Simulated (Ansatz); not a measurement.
# Ir, pressure series

Base system: Ir in the fcc (Cu type) structure (space group Fm-3m, No. 225; a = 3.8705 Å).

Cell and atoms are relaxed at each pressure.

Level of theory: PBE (Ansatz, a first-principles code; PAW; 420 eV plane waves; scalar-relativistic without spin-orbit coupling), earlier PAW set.

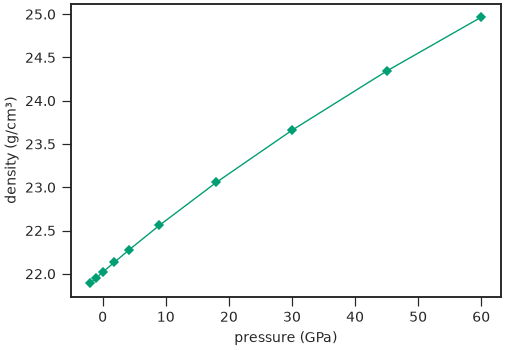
Figure: Density against pressure

```csv
pressure (GPa),density
-2,21.89 g/cm³
-1,21.95 g/cm³
1.8,22.13 g/cm³
4.2,22.28 g/cm³
9,22.56 g/cm³
18,23.06 g/cm³
30,23.66 g/cm³
45,24.34 g/cm³
60,24.97 g/cm³
```

Load acts through the strain it causes; cell and atoms are relaxed under it. Stability against distortions was not tested. No other phases were tried under pressure. All final runs are without spin polarisation.
